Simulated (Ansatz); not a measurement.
A series of calculations on CH$_{5}$AsO

Part 1: Relaxation

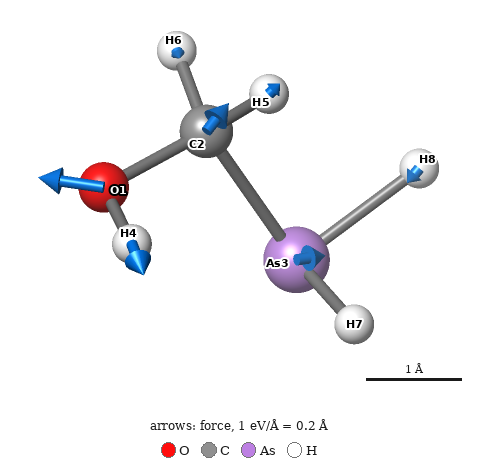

Starting geometry of CH₅AsO with the computed forces as blue arrows. The picture is a ball-and-stick view, seen at a tilt.

The run prepares an end point of a later path (inversion) calculation, from a guessed geometry.

Theory: Ansatz 0.2.0, RKS revPBE-D4/def2-SVP.

Input file:
```yaml
crystal:
  periodic: [false, false, false]
  atoms:
    - { symbol: O, position_ang: [-1.3681, 0.6575, -0.4441] }
    - { symbol: C, position_ang: [-0.1466, 0.6352, 0.1182] }
    - { symbol: As, position_ang: [0.9254, -0.6969, -0.8399] }
    - { symbol: H, position_ang: [-1.7927, -0.141, -0.2307] }
    - { symbol: H, position_ang: [-0.2132, 0.3689, 1.1801] }
    - { symbol: H, position_ang: [0.3453, 1.6459, 0.0271] }
    - { symbol: H, position_ang: [0.2388, -1.8885, -0.138] }
    - { symbol: H, position_ang: [2.1032, -0.6383, 0.2716] }
basis:
  gaussian: { orbitals: def2-SVP }
hamiltonian:
  xc: revpbe
  dispersion: d4
relax:
  f_tol: 0.015
  max_steps: 40
output:
  orbitals: {}
```

Command:
```bash
ansatz run input.yaml --threads 1 --pin off --max-ram 2048MiB --backend cpu --events-out ev --progress --plain --runs-dir out
```

Question: Is this structure relaxed? If not, where do the atoms go?

Answer: It isn't relaxed: the largest force vector, on O1, is 3.55 eV/Å. The final displacements follow the starting forces only in part (cosine between the two patterns 0.41). H8 moves most after the best rigid fit: 0.14 Å. By element the largest moves are H 0.14 Å, As 0.13 Å, O 0.08 Å, C 0.03 Å. Near-neighbour distances that change, for instance: C2–As3 1.960 → 2.038 Å, As3–H8 1.621 → 1.547 Å, O1–C2 1.345 → 1.412 Å, O1–H4 0.929 → 0.975 Å. Bond angles that change, for instance: O1–C2–As3 107.7° → 111.1°, O1–C2–H6 110.3° → 107.4°, O1–C2–H5 110.7° → 113.6°. The energy falls by 29.3 kJ/mol in 9 accepted moves (10 points after the start). The largest force component goes from 2.5 to 0.0045 eV/Å. The line search rejected the trial step at point 9 of the run. Cost: 33 s on 1 thread of Intel(R) Xeon(R) Platinum 8488C (Sapphire Rapids), with other jobs on the host, peak memory 0.13 GiB.

Part 2: Relaxation

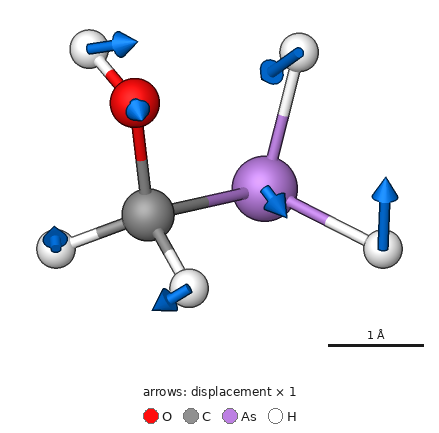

A relaxation of CH$_{5}$AsO. The starting structure is drawn; blue arrows show the displacements, at their true length. The two geometries are superimposed by the best rigid fit.

Style: ball-and-stick. Shown at a tilt.

The run prepares an end point of a later path (inversion) calculation, from a guessed geometry.

Level of theory: Ansatz, RKS revPBE-D4/def2-SVP. Set-up: no spin polarisation; force threshold 0.015 eV/Å; at most 40 steps.

Question: Atoms of which element are displaced furthest, and by how much?

Answer: Hydrogen: up to 0.87 Å, against 0.42 Å for arsenic.

Question: Describe the change and its energy.

Answer: The energy falls by 53.0 kJ/mol in 13 accepted moves (15 points after the start). The largest force component goes from 2.8 to 0.012 eV/Å. The line search rejected the trial steps at points 10, 14 of the run. The atom that moves furthest after the best rigid fit is an H atom (0.87 Å). Largest moves by element: H 0.87 Å, As 0.42 Å, O 0.36 Å, C 0.08 Å. Among the contacts that change: As–H 1.621 → 1.541 Å, As–C 1.960 → 2.029 Å, C–O 1.345 → 1.407 Å, H–O 0.929 → 0.975 Å. Among the angles between lasting bonds that change: O–C–As 107.7° → 116.4°, As–C–H 110.0° → 105.6°, As–C–H 109.3° → 106.1°. Groups turn about As–C by about 60°.

Part 3: Path

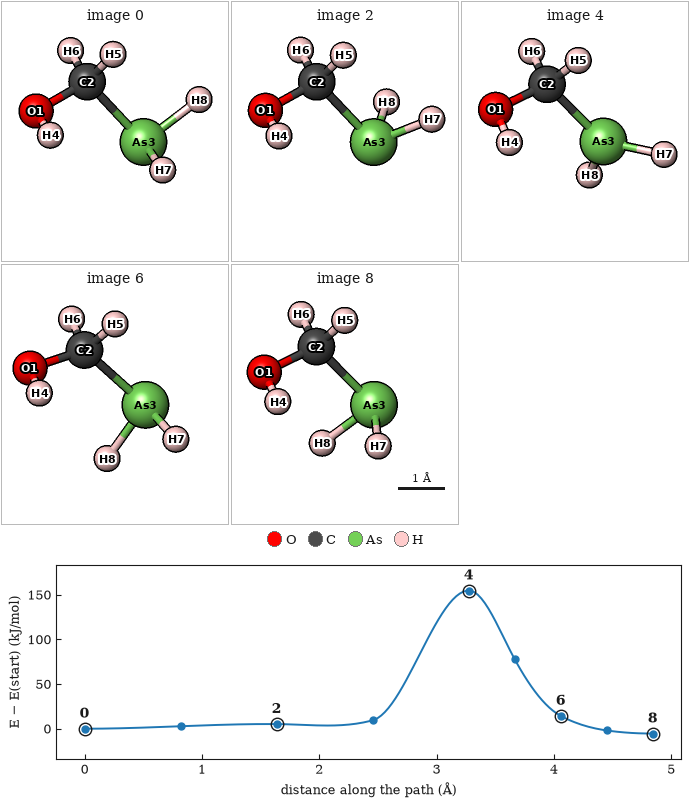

A nudged-elastic-band calculation for CH5AsO. Images are numbered from 0 (start) to 8 (end). Style: ball-and-stick. Shown at a tilt.

Theory: Ansatz 0.2.0, RKS revPBE-D4/def2-SVP.

The input:
```yaml
crystal:
  periodic: [false, false, false]
  atoms:
    - { symbol: O, position_ang: [-1.444952, 0.673073, -0.434923] }
    - { symbol: C, position_ang: [-0.151281, 0.660198, 0.130093] }
    - { symbol: As, position_ang: [1.051964, -0.681993, -0.820714] }
    - { symbol: H, position_ang: [-1.866808, -0.176927, -0.208988] }
    - { symbol: H, position_ang: [-0.145368, 0.4607, 1.226074] }
    - { symbol: H, position_ang: [0.293258, 1.662492, -0.036485] }
    - { symbol: H, position_ang: [0.271851, -1.885651, -0.239869] }
    - { symbol: H, position_ang: [2.083436, -0.769091, 0.329113] }
basis:
  gaussian: { orbitals: def2-SVP }
hamiltonian:
  xc: revpbe
  dispersion: d4
neb:
  order_check: false
  images: 7
  f_tol: 0.05
  max_iterations: 46
  initial_path: idpp
  final_atoms:
    - { symbol: O, position_ang: [-1.12824893, 0.60428299, -0.63791658] }
    - { symbol: C, position_ang: [-0.12947008, 0.66679769, 0.35125409] }
    - { symbol: As, position_ang: [1.33420836, -0.73501041, 0.24585754] }
    - { symbol: H, position_ang: [-1.54637449, -0.27406486, -0.57100513] }
    - { symbol: H, position_ang: [-0.52681452, 0.60821246, 1.3944716] }
    - { symbol: H, position_ang: [0.37663964, 1.64902503, 0.24998781] }
    - { symbol: H, position_ang: [0.31693843, -1.89881379, 0.20466676] }
    - { symbol: H, position_ang: [1.39522159, -0.67762811, -1.29301508] }
```

Launched with:
```bash
ansatz run input.yaml --threads 1 --pin off --max-ram 2048MiB --backend cpu --events-out ev --progress --plain --runs-dir out
```

> What happens along the path, and what is the barrier?

The motion is an umbrella inversion at As3. No bond forms or breaks between the ends. Bond angles that change up to the highest image, for instance: C2–As3–H8 94.8° → 124.0°, C2–As3–H7 92.3° → 120.4°. The highest point, image 4, lies 154.8 kJ/mol above the start and 160.2 kJ/mol above the end; the end is at −5.4 kJ/mol relative to the start. The band converged in 12 iterations. The largest component of the band force went from 1.8 to 0.046 eV/Å. The climbing image converged on the top of the path. Its vibrational analysis gives one imaginary mode (870i cm⁻¹), as a transition state must have.

The run took 3.9 min on 1 thread of Intel(R) Xeon(R) Platinum 8488C (Sapphire Rapids), with other jobs on the host, peak memory 0.26 GiB.
